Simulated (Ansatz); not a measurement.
# H5NOSi···AsH3: what the fields show

```xyz
12

Si   -0.8590   -1.2136    0.4782
N     0.5763   -0.7054    1.4136
H    -0.5091   -2.5845   -0.0147
H    -1.9769   -1.1671    1.4602
O    -1.4675   -0.3313   -0.8304
H     1.1960    0.8509   -0.2002
As    0.6222    1.4763   -1.4537
H     0.5649    0.1774    1.9333
H     1.5176   -0.9012    1.0586
H    -1.1111   -0.5520   -1.7125
H     1.7466    2.5495   -1.4958
H    -0.3002    2.4010   -0.6365
```

Not at a stationary point (largest force 1.1 eV/Å).

The calculation used UKS BLYP/def2-SVP in Ansatz 0.2.0.

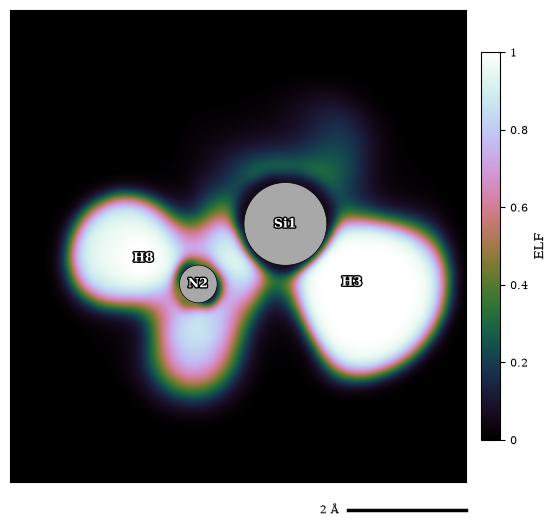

Figure 1. ELF on the plane of atoms N2, Si1 and H3. Grey discs cover the atomic cores.

What do the fields say about this system?

Atoms in the plane: Si, N and H. Si–N (1.79 Å): the ELF peaks at about 0.90 between the atoms, as expected for a polar covalent bond. N–H (1.02 Å): the ELF climbs to about 1 towards the hydrogen, as it does in any bond to H (a covalent bond by its length). Si–H (1.50 Å): the ELF climbs to about 1 towards the hydrogen.

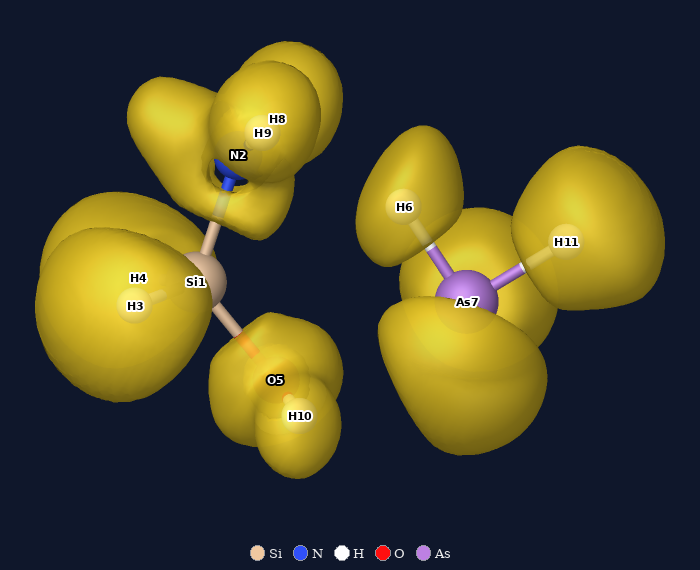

Figure 2. Isosurface of the electron localisation function at 0.75 (yellow), seen across its widest extent. Only the valence region is drawn (cores and ρ < 0.01 e/Å³ removed).

What do the ELF domains correspond to?

The surface consists of five regions around hydrogen nuclei, one lobe on As, pointing away from the bonds (lone pairs), one joined region spread over several atoms (H, N), in which their bonds and any lone pairs are merged and one joined region spread over several atoms (H, O), in which their bonds and any lone pairs are merged. Along the contacts the grid gives the following. N2···H6 (2.33 Å): the ELF dips to about 0.10 between them. Si–O (1.69 Å): the ELF peaks at about 0.85 between the atoms, as expected for a polar covalent bond.

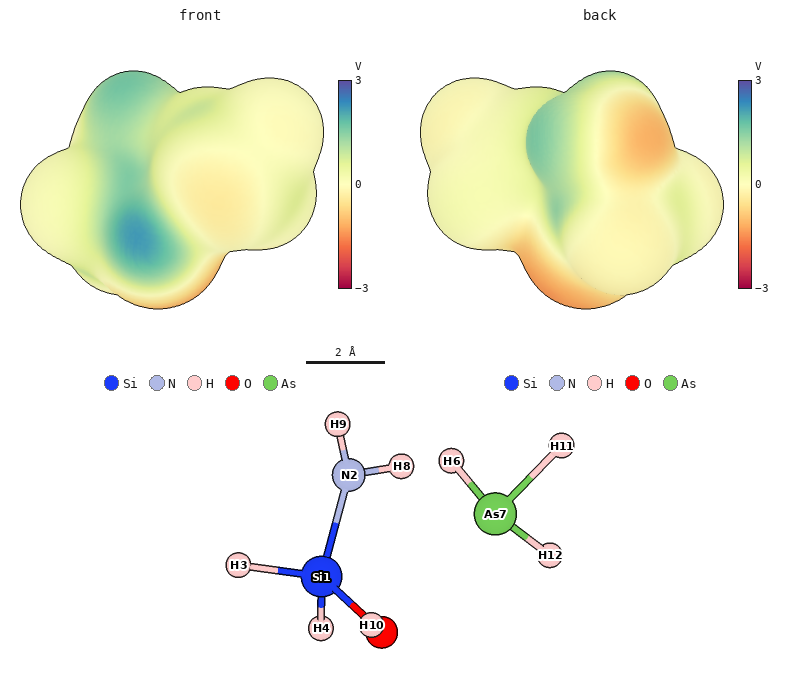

Figure 3. The electrostatic potential painted on the density surface at 0.002 e/bohr³, seen from the front and from behind; red is negative and blue positive. The bare structure is drawn below in the same view.

Where is the surface potential most negative and most positive?

The most negative region (about −1.3 V) lies over O5, the most positive (about +2.1 V) over H10. O5 is the likeliest acceptor of a hydrogen bond.
